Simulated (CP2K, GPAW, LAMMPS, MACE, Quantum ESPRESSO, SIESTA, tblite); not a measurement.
## Glassy 72SiO2-20Al2O3-4ZnO-4BaO (mol %) (83 atoms): runs against a plane-wave reference

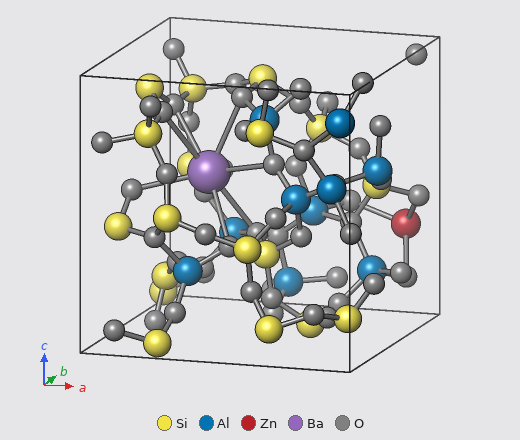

The cell (silicon yellow, aluminium blue, zinc red, barium purple, oxygen grey). Bonds to atoms that aren't drawn are left out. Some periodic images of atoms are drawn too.

Density of this cell: 2.93 g/cm³. The cell holds 83 atoms: 18 Si, 10 Al, 1 Zn, 1 Ba and 53 O. Its edges and angles: a = 10.112 Å, b = 10.112 Å, c = 10.112 Å, α = 90.0°, β = 90.0°, γ = 90.0°. 83 atoms (18 Si, 10 Al, 1 Zn, 1 Ba, 53 O) placed at random at 2.62 g/cm³, melted at 4000 K for 10 ps at fixed volume with the Morse and Coulomb pair potential with partial charges (Pedone, Malavasi, Menziani, Cormack and Segre, J. Phys. Chem. B 110, 11780 (2006)). Quenched from 4000 K to 300 K at 20 K/ps and fixed volume, held 10 ps at zero pressure, then minimised at fixed cell.

Geometry: as built.

The reference, a calculation:

| Quantity | Value |
| --- | --- |
| method | Kohn-Sham DFT, PBE, SSSP efficiency 1.3.0 pseudopotentials, plane waves (Quantum ESPRESSO 7.5); sssp-pbe-1.3.0-efficiency, cutoffs 60/480 Ry, Γ point |
| r.m.s. force component | 0.7124 eV/Å |
| longest force | 2.438 eV/Å |
| pressure | 9.009 GPa |
| gap (highest filled to lowest empty level) | 3.117 eV |
| time | 3.6 min on 4 MPI ranks of Arm Neoverse V1, shared host |
| CPU time | 14 min |

Q: Estimate the differences from the reference, the CPU time and the memory of each run.
- GPAW PBE, LCAO szp(dzp), h 0.18 Å (GPAW 26.7.0; 1 thread)
- CP2K PBE, DZVP-MOLOPT-SR, 280/50 Ry, OT DIIS (CP2K 2026.2; 2 threads)
- SIESTA PBE, SZP, shift 0.01 Ry, mesh 500 Ry (SIESTA 5.4.2; 2 MPI ranks)
- tblite GFN1-xTB (tblite 0.8.0; 1 thread)
- GPAW PBE, LCAO dzp, h 0.22 Å (GPAW 26.7.0; 1 thread)
- GPAW RPBE, LCAO dzp, h 0.18 Å (GPAW 26.7.0; 1 thread)
- GPAW PBE, LCAO dzp, h 0.18 Å (GPAW 26.7.0; 1 thread)
- CP2K PBE, DZVP-MOLOPT-SR, 800/50 Ry, TC2 filter 1e-03, SCF 1e-04 (CP2K 2026.2; 4 MPI ranks)
- MACE MP-0b3 medium potential (MACE MP-0b3 medium; 1 thread)
- QE PBE, gbrv-1.5, 40/200 Ry (Quantum ESPRESSO 7.5; 2 MPI ranks)

Differences are against the plane-wave reference, forces as r.m.s. over components; share is that over the reference's r.m.s. force, slope the least-squares factor from reference forces to these. Total energies of different programs have different zeros and aren't compared.

```
                                                                      run  Δ force, r.m.s. (meV/Å)  share (%)  slope  Δ pressure (GPa)  Δ gap (eV)  cores  CPU time  memory (GiB)
                                                                reference                        -          -      -                 -           -      4    14 min           3.2
                               GPAW PBE, LCAO szp(dzp), h 0.18 Å (coarse)                      324       45.5  1.335                 -      -0.207      1   2.4 min           1.5
                    CP2K PBE, DZVP-MOLOPT-SR, 280/50 Ry, OT DIIS (coarse)                      203       28.5  1.000            -0.347      -0.104      2   6.4 min          0.84
                     SIESTA PBE, SZP, shift 0.01 Ry, mesh 500 Ry (coarse)                      364       51.2  1.388              8.12       0.700      2   5.6 min           2.1
                                                          tblite GFN1-xTB                      663       93.1  1.079             -6.02           -      1     6.5 s          0.12
                                    GPAW PBE, LCAO dzp, h 0.22 Å (coarse)                      327       45.9  1.336                 -      -0.127      1   1.9 min           0.9
                                            GPAW RPBE, LCAO dzp, h 0.18 Å                      341       47.9  1.363                 -     -0.0142      1   3.2 min           1.6
                                             GPAW PBE, LCAO dzp, h 0.18 Å                      298       41.8  1.318                 -      -0.121      1   3.2 min           1.6
CP2K PBE, DZVP-MOLOPT-SR, 800/50 Ry, TC2 filter 1e-03, SCF 1e-04 (coarse)                      192       27.0  0.973            -0.978           -      4   2.1 min           3.6
                                             MACE MP-0b3 medium potential                     74.2       10.4  0.963            -0.507           -      1     8.8 s           1.1
                                              QE PBE, gbrv-1.5, 40/200 Ry                     23.9       3.36  0.987             0.071      0.0134      2   4.4 min           1.5
```

Rows marked coarse were listed beforehand as settings not expected to be converged; some can still land near the reference.

Times of the machine-learned potentials are mostly Python's start and the loading of weights.

CPU time is summed over cores on a shared host, where runs went side by side, so it is rough. Symmetry, cutoffs, thresholds, outputs and thread counts weren't matched or tuned between programs; memory under MPI is the largest rank's times the ranks.

PBE on plane waves or a grid with other potentials, cutoffs or grids, coarse settings apart, differs from the reference by 3.4 % (QE PBE, gbrv-1.5, 40/200 Ry) of the r.m.s. force; this holds the reference's own error, so differences of a few per cent don't tell which side is nearer the exact PBE result. The PBE run in local orbitals, coarse settings apart, differs by 42 % (GPAW PBE, LCAO dzp, h 0.18 Å); basis, grid and potentials can all enter, and differences of this size make the forces unusable. Tight binding differs by 93 % (tblite GFN1-xTB); it is another model, with fitted parameters of its own, and the xTB methods hold dispersion. Machine-learned potentials differ by 10 % (MACE MP-0b3 medium potential); they were trained on other programs' data. Periodic xTB results under one method name differ between programs and library versions. Machine-learned potentials mimic data converged in k, so the reference's own k-point error enters their differences. The network of bonds at the start is that of the classical potential that made the cell, and needn't be the one that DFT or experiment would give. The electronic-structure runs sample only Γ, in a cell whose shortest periodic width is 10 Å.

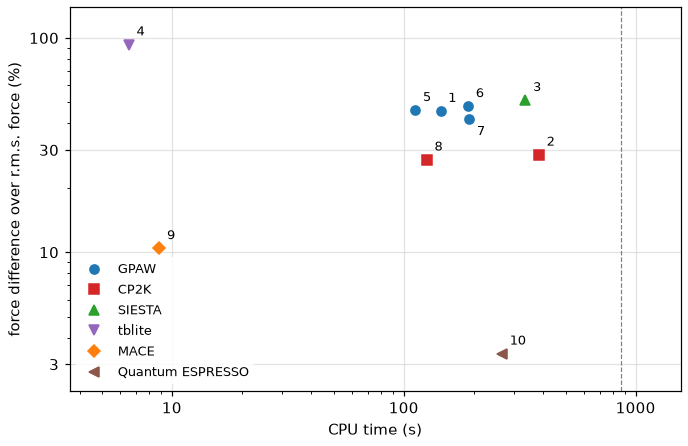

Force difference against CPU time; the dashed line marks the reference's time. Points: 1 GPAW PBE, LCAO szp(dzp), h 0.18 Å; 2 CP2K PBE, DZVP-MOLOPT-SR, 280/50 Ry, OT DIIS; 3 SIESTA PBE, SZP, shift 0.01 Ry, mesh 500 Ry; 4 tblite GFN1-xTB; 5 GPAW PBE, LCAO dzp, h 0.22 Å; 6 GPAW RPBE, LCAO dzp, h 0.18 Å; 7 GPAW PBE, LCAO dzp, h 0.18 Å; 8 CP2K PBE, DZVP-MOLOPT-SR, 800/50 Ry, TC2 filter 1e-03, SCF 1e-04; 9 MACE MP-0b3 medium potential; 10 QE PBE, gbrv-1.5, 40/200 Ry.

[Logs are printed without paths, hosts, clocks, repeated set-up lines and the standing remarks that a program may print on its own settings, such as how far it seeks lower states.]

[Hosts, paths, dates, database ids (printed as entryN), source tags and the programs' standing remarks are cut or masked in the printed files.]
